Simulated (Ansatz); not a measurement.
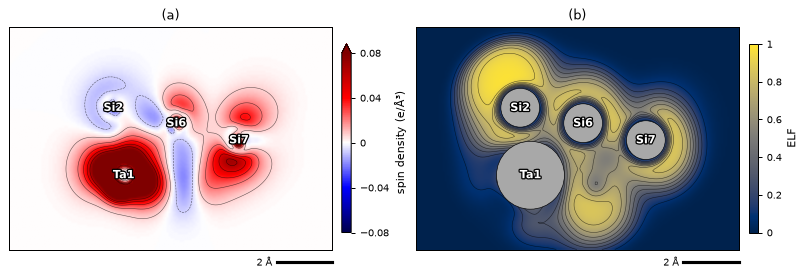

*Si7Ta (quartet). (a) spin density; (b) electron localisation function on the plane of atoms Ta1, Si2 and Si6. Grey discs cover the atomic cores in the ELF map.*

Geometry: PBE-D4/def2-SVP; ⟨S²⟩ = 3.82, above the pure value of 3.75; core potentials replace the inner electrons of Ta.

Method: Ansatz, UKS PBE0-D4/def2-TZVP.

```xyz
8

Ta   -1.8024    1.6493   -0.9215
Si   -0.0985    1.1821   -2.6363
Si    1.2852   -0.1521    1.0119
Si    1.6963   -2.2273    1.9569
Si    0.6463    1.8425   -0.1476
Si   -0.2198   -0.5006   -1.0207
Si   -0.3610   -2.1463    0.6415
Si   -1.1462    0.3524    1.1158
```

Read the bonding off the picture.

- Atoms in the plane: Ta and Si.
- Si–Si (2.34 Å): the ELF peaks at about 0.75 between the atoms (localised, covalent bonding).
- Ta–Si (2.46 Å): the ELF peaks at about 0.75 in the valence shell of Si, 1.0 Å from its nucleus, and is about 0.60 at the midpoint.
- The ELF also peaks beside Si7, away from the bonds: non-bonding electrons, paired or unpaired.
- The unpaired spin (3 electrons) lies mostly on Ta1 (about 1.5), Si4 (about 0.6), Si7 (about 0.2), Si3 (about 0.2), Si8 (about 0.1), Si6 (about 0.1) and Si5 (about 0.1), in electrons by Hirshfeld's partition.
